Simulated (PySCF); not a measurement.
**Calculation of the molecule and its ions, with input and output: C$_{2}$H$_{4}$P (charge +3)**

- system: C$_{2}$H$_{4}$P, charge +3
- method: EOM-CCSD/pcSseg-1, RHF (PySCF 2.14.0)

Some settings of this run were made unusual or wrong on purpose. The geometry comes from this level: GFN2-xTB.

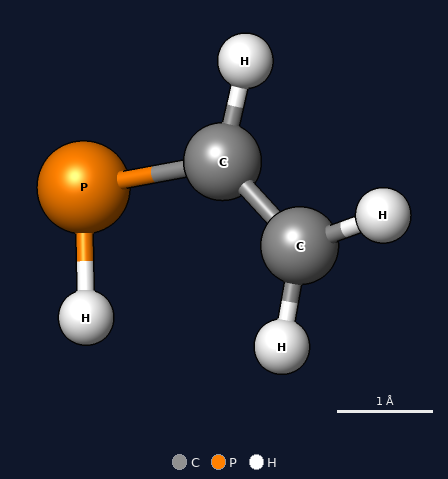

Figure 1. The input geometry (ball-and-stick view, seen at a tilt). Bond lengths as drawn: C–C 1.34 Å, C–H 1.08 to 1.09 Å, C–P 1.76 Å and H–P 1.37 Å.

## Input (run.py)
```python
import numpy
from pyscf import gto, cc

mol = gto.Mole()
mol.atom = 'mol.xyz'
mol.charge = 3
mol.verbose = 4
mol.basis = 'pcsseg-1'
mol.max_memory = 1860
mol.spin = 0
mol.build()

mf = mol.RHF()
mf.max_cycle = 53
mf.kernel()

mycc = cc.CCSD(mf, frozen=7)
mycc.kernel()
energy = mycc.e_tot
print('E(%s) = %.9f' % ('EOM-CCSD', energy))

e, vec = mycc.eaccsd(nroots=3)
roots = numpy.atleast_1d(e) * 27.211386
print('EOM-EA-CCSD roots (eV)')
for i, w in enumerate(roots, 1):
    print('%3d %10.4f' % (i, w))
```

## File mol.xyz
```
7
C2H4P
C      0.004510     0.374330    -0.866450
C     -0.178170     0.368090     0.462820
P      0.064920    -0.929080     1.623580
H      0.353200    -0.497900    -1.398870
H     -0.191740     1.259240    -1.460420
H     -0.528720     1.281210     0.943700
H      0.476000    -1.855900     0.695650
```

Hardware: 1 thread of Arm Neoverse V1, 24 GiB of memory available, shared host.

Command:
```bash
OMP_NUM_THREADS=1 python run.py
```

## Output
```
PySCF version 2.14.0

[INPUT] num. atoms = 7
[INPUT] num. electrons = 28
[INPUT] charge = 3
[INPUT] spin (= nelec alpha-beta = 2S) = 0
[INPUT] symmetry False subgroup None
[INPUT] Mole.unit = angstrom
[INPUT] Symbol           X                Y                Z      unit          X                Y                Z       unit  Magmom
[INPUT]  1 C      0.004510000000   0.374330000000  -0.866450000000 AA    0.008522664822   0.707381180208  -1.637353200629 Bohr   0.0
[INPUT]  2 C     -0.178170000000   0.368090000000   0.462820000000 AA   -0.336692503614   0.695589289191   0.874603044971 Bohr   0.0
[INPUT]  3 P      0.064920000000  -0.929080000000   1.623580000000 AA    0.122681020007  -1.755706747811   3.068121541321 Bohr   0.0
[INPUT]  4 H      0.353200000000  -0.497900000000  -1.398870000000 AA    0.667451267196  -0.940894637421  -2.643481183870 Bohr   0.0
[INPUT]  5 H     -0.191740000000   1.259240000000  -1.460420000000 AA   -0.362336087124   2.379618725097  -2.759793826837 Bohr   0.0
[INPUT]  6 H     -0.528720000000   1.281210000000   0.943700000000 AA   -0.999135996580   2.421136008054   1.783334543752 Bohr   0.0
[INPUT]  7 H      0.476000000000  -1.855900000000   0.695650000000 AA    0.899509635293  -3.507142714580   1.314587978554 Bohr   0.0

nuclear repulsion = 89.0134308016893
number of shells = 36
number of NR pGTOs = 140
number of NR cGTOs = 78
basis = pcsseg-1
ecp = {}

******** <class 'pyscf.scf.hf.RHF'> ********
method = RHF
initial guess = minao
damping factor = 0
level_shift factor = 0
DIIS = <class 'pyscf.scf.diis.CDIIS'>
diis_start_cycle = 1
diis_space = 8
diis_damp = 0
SCF conv_tol = 1e-09
SCF conv_tol_grad = None
SCF max_cycles = 53
direct_scf = True
direct_scf_tol = 1e-13
Set gradient conv threshold to 3.16228e-05
Initial guess from minao.
init E= -418.990915481077
  HOMO = -0.33569804366844  LUMO = -0.299501675914332  gap/eV = 0.98495
cycle= 1 E= -416.600865800463  delta_E= 2.39  |g|= 0.759  |ddm|= 2.34
  HOMO = -1.26234423765013  LUMO = -1.07728651957893  gap/eV = 5.03568
cycle= 2 E= -416.814525157284  delta_E= -0.214  |g|= 0.265  |ddm|= 1.26
  HOMO = -1.14781754468322  LUMO = -0.937668885601592  gap/eV = 5.71844
cycle= 3 E= -416.835734562657  delta_E= -0.0212  |g|= 0.112  |ddm|= 0.353
  HOMO = -1.14413270599512  LUMO = -0.933824447212725  gap/eV = 5.72278
cycle= 4 E= -416.84184802235  delta_E= -0.00611  |g|= 0.0544  |ddm|= 0.131
  HOMO = -1.14778587501277  LUMO = -0.923486880046351  gap/eV = 6.10349
cycle= 5 E= -416.844472606841  delta_E= -0.00262  |g|= 0.0284  |ddm|= 0.0926
  HOMO = -1.1465642159275  LUMO = -0.922536099857112  gap/eV = 6.09612
cycle= 6 E= -416.846109577836  delta_E= -0.00164  |g|= 0.0227  |ddm|= 0.0716
  HOMO = -1.1477216589928  LUMO = -0.919243373791357  gap/eV = 6.21721
cycle= 7 E= -416.847360698163  delta_E= -0.00125  |g|= 0.0158  |ddm|= 0.0812
  HOMO = -1.14646448910139  LUMO = -0.917342448460747  gap/eV = 6.23473
cycle= 8 E= -416.848317275688  delta_E= -0.000957  |g|= 0.015  |ddm|= 0.0679
  HOMO = -1.14633375787027  LUMO = -0.917187824560838  gap/eV = 6.23538
cycle= 9 E= -416.848560449509  delta_E= -0.000243  |g|= 0.0155  |ddm|= 0.0162
  HOMO = -1.14772551978069  LUMO = -0.916459683843488  gap/eV = 6.29306
cycle= 10 E= -416.847751548375  delta_E= 0.000809  |g|= 0.0123  |ddm|= 0.0826
  HOMO = -1.14429873339861  LUMO = -0.915159120872385  gap/eV = 6.23521
cycle= 11 E= -416.848014252936  delta_E= -0.000263  |g|= 0.0064  |ddm|=  0.1
  HOMO = -1.14303070443009  LUMO = -0.913982755617251  gap/eV = 6.23271
cycle= 12 E= -416.848228795614  delta_E= -0.000215  |g|= 0.00247  |ddm|= 0.0851
  HOMO = -1.14281912019013  LUMO = -0.914139529076063  gap/eV = 6.22269
cycle= 13 E= -416.848242118861  delta_E= -1.33e-05  |g|= 0.000967  |ddm|= 0.0212
  HOMO = -1.14256622449194  LUMO = -0.914309588591635  gap/eV = 6.21118
cycle= 14 E= -416.84824589461  delta_E= -3.78e-06  |g|= 0.000396  |ddm|= 0.0103
  HOMO = -1.14251611913933  LUMO = -0.914349631930754  gap/eV = 6.20873
cycle= 15 E= -416.848245974816  delta_E= -8.02e-08  |g|= 0.000208  |ddm|= 0.00217
  HOMO = -1.14262637270537  LUMO = -0.914296162707579  gap/eV = 6.21318
cycle= 16 E= -416.848245994649  delta_E= -1.98e-08  |g|= 5.23e-05  |ddm|= 0.000352
  HOMO = -1.14259863272162  LUMO = -0.914292659467698  gap/eV = 6.21252
cycle= 17 E= -416.848245998134  delta_E= -3.49e-09  |g|= 2.54e-05  |ddm|= 0.000295
  HOMO = -1.14259911114594  LUMO = -0.914300853479354  gap/eV = 6.21231
cycle= 18 E= -416.84824599911  delta_E= -9.76e-10  |g|= 9.78e-06  |ddm|= 0.000166
  HOMO = -1.14259820424999  LUMO = -0.914300868038133  gap/eV = 6.21229
Extra cycle  E= -416.848245999247  delta_E= -1.37e-10  |g|= 6.68e-06  |ddm|= 1.86e-05
converged SCF energy = -416.848245999247

******** <class 'pyscf.cc.ccsd.CCSD'> ********
CC2 = 0
CCSD nocc = 7, nmo = 71
frozen orbitals 7
max_cycle = 50
direct = 0
conv_tol = 1e-07
conv_tol_normt = 1e-05
diis_space = 6
diis_start_cycle = 0
diis_start_energy_diff = 1e+09
Init t2, MP2 energy = -417.197890571282  E_corr(MP2) -0.349644572034883
Init E_corr(CCSD) = -0.349644572079371
cycle = 1  E_corr(CCSD) = -0.365579214493169  dE = -0.0159346424  norm(t1,t2) = 0.095694
cycle = 2  E_corr(CCSD) = -0.384124005854865  dE = -0.0185447914  norm(t1,t2) = 0.0499003
cycle = 3  E_corr(CCSD) = -0.385003995106453  dE = -0.000879989252  norm(t1,t2) = 0.0401152
cycle = 4  E_corr(CCSD) = -0.391124327780005  dE = -0.00612033267  norm(t1,t2) = 0.0246883
cycle = 5  E_corr(CCSD) = -0.393215748512037  dE = -0.00209142073  norm(t1,t2) = 0.0175141
cycle = 6  E_corr(CCSD) = -0.392897430733012  dE = 0.000318317779  norm(t1,t2) = 0.0146426
cycle = 7  E_corr(CCSD) = -0.393050744605843  dE = -0.000153313873  norm(t1,t2) = 0.0123307
cycle = 8  E_corr(CCSD) = -0.394195759677033  dE = -0.00114501507  norm(t1,t2) = 0.0111834
cycle = 9  E_corr(CCSD) = -0.395077217420265  dE = -0.000881457743  norm(t1,t2) = 0.0097762
cycle = 10  E_corr(CCSD) = -0.394898653591255  dE = 0.000178563829  norm(t1,t2) = 0.00802624
cycle = 11  E_corr(CCSD) = -0.395396722520394  dE = -0.000498068929  norm(t1,t2) = 0.00592371
cycle = 12  E_corr(CCSD) = -0.395395405406905  dE = 1.31711349e-06  norm(t1,t2) = 0.00774399
cycle = 13  E_corr(CCSD) = -0.395387061386464  dE = 8.34402044e-06  norm(t1,t2) = 0.00583883
cycle = 14  E_corr(CCSD) = -0.395382512482081  dE = 4.54890438e-06  norm(t1,t2) = 0.00331446
cycle = 15  E_corr(CCSD) = -0.395420560433255  dE = -3.80479512e-05  norm(t1,t2) = 0.00270363
cycle = 16  E_corr(CCSD) = -0.395371720541745  dE = 4.88398915e-05  norm(t1,t2) = 0.00248962
cycle = 17  E_corr(CCSD) = -0.395396216266583  dE = -2.44957248e-05  norm(t1,t2) = 0.00225346
cycle = 18  E_corr(CCSD) = -0.395477826178815  dE = -8.16099122e-05  norm(t1,t2) = 0.00173302
cycle = 19  E_corr(CCSD) = -0.39550352995662  dE = -2.57037778e-05  norm(t1,t2) = 0.00107676
cycle = 20  E_corr(CCSD) = -0.395517011799738  dE = -1.34818431e-05  norm(t1,t2) = 0.000819918
cycle = 21  E_corr(CCSD) = -0.395539876397379  dE = -2.28645976e-05  norm(t1,t2) = 0.000510183
cycle = 22  E_corr(CCSD) = -0.395545849185917  dE = -5.97278854e-06  norm(t1,t2) = 0.000320876
cycle = 23  E_corr(CCSD) = -0.395563391837459  dE = -1.75426515e-05  norm(t1,t2) = 0.00017758
cycle = 24  E_corr(CCSD) = -0.39556138374492  dE = 2.00809254e-06  norm(t1,t2) = 0.000147371
cycle = 25  E_corr(CCSD) = -0.395562566453545  dE = -1.18270862e-06  norm(t1,t2) = 0.000134437
cycle = 26  E_corr(CCSD) = -0.395559405980647  dE = 3.1604729e-06  norm(t1,t2) = 0.000122915
cycle = 27  E_corr(CCSD) = -0.395554119415822  dE = 5.28656482e-06  norm(t1,t2) = 0.000105521
cycle = 28  E_corr(CCSD) = -0.395549219721639  dE = 4.89969418e-06  norm(t1,t2) = 9.40723e-05
cycle = 29  E_corr(CCSD) = -0.395547485567113  dE = 1.73415453e-06  norm(t1,t2) = 7.21115e-05
cycle = 30  E_corr(CCSD) = -0.395542129099141  dE = 5.35646797e-06  norm(t1,t2) = 6.061e-05
cycle = 31  E_corr(CCSD) = -0.395542295761948  dE = -1.66662807e-07  norm(t1,t2) = 3.84587e-05
cycle = 32  E_corr(CCSD) = -0.395541958565439  dE = 3.37196509e-07  norm(t1,t2) = 2.50677e-05
cycle = 33  E_corr(CCSD) = -0.395541412371254  dE = 5.46194185e-07  norm(t1,t2) = 1.76755e-05
cycle = 34  E_corr(CCSD) = -0.395541871037208  dE = -4.58665954e-07  norm(t1,t2) = 1.38289e-05
cycle = 35  E_corr(CCSD) = -0.395541920819394  dE = -4.97821864e-08  norm(t1,t2) = 1.03683e-05
cycle = 36  E_corr(CCSD) = -0.39554218886805  dE = -2.68048656e-07  norm(t1,t2) = 6.37937e-06
cycle = 37  E_corr(CCSD) = -0.39554239120591  dE = -2.0233786e-07  norm(t1,t2) = 4.18159e-06
cycle = 38  E_corr(CCSD) = -0.395542479829129  dE = -8.86232192e-08  norm(t1,t2) = 3.02828e-06
```

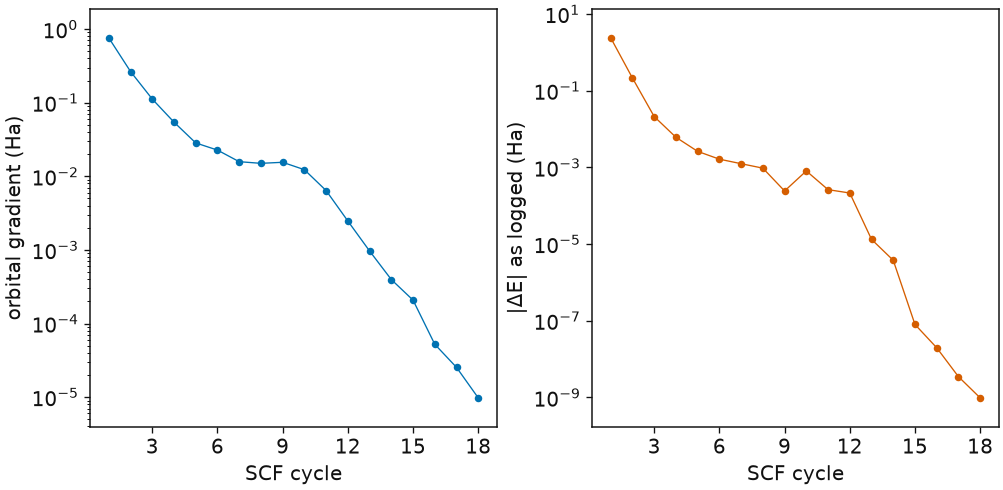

Figure 2. Convergence of the self-consistent field: orbital gradient and size of the energy change against the SCF cycle. The residual falls almost steadily, with no more than small rises.

```
CCSD converged
E(CCSD) = -417.2437884790762  E_corr = -0.3955424798291293
E(EOM-CCSD) = -417.243788479

******** <class 'pyscf.cc.eom_rccsd.EOMEA'> ********
max_space = 20
max_cycle = 50
conv_tol = 1e-07
partition = None
EOM-CCSD root 0 E = -0.9501817428359537  qpwt = 0.922468  conv = True
EOM-CCSD root 1 E = -0.8179395299513886  qpwt = 0.714164  conv = True
EOM-CCSD root 2 E = -0.7826930159404677  qpwt = 0.105716  conv = True
EOM-EA-CCSD roots (eV)
  1   -25.8558
  2   -22.2573
  3   -21.2982
```

## What the run reported

- outcome: converged
- total energy: −417.243788 hartree
- SCF energy: −416.848246 hartree
- correlation energy: −0.395542 hartree
- basis functions: 78
- T1 diagnostic: 0.120
- HOMO of the SCF reference: −31.09 eV
- LUMO of the SCF reference: −24.88 eV
- wall time: 24 s
- peak memory: 0.49 GiB

Some settings of this run were drawn to be unusual or wrong (tied set to false; solver set to DIIS (from DIIS); charge set to 3 (from -1); max_iter set to 53). It converged; results that depend on the unusual settings are not reference values. The record of the run, not the program, notes: large T1 diagnostic.
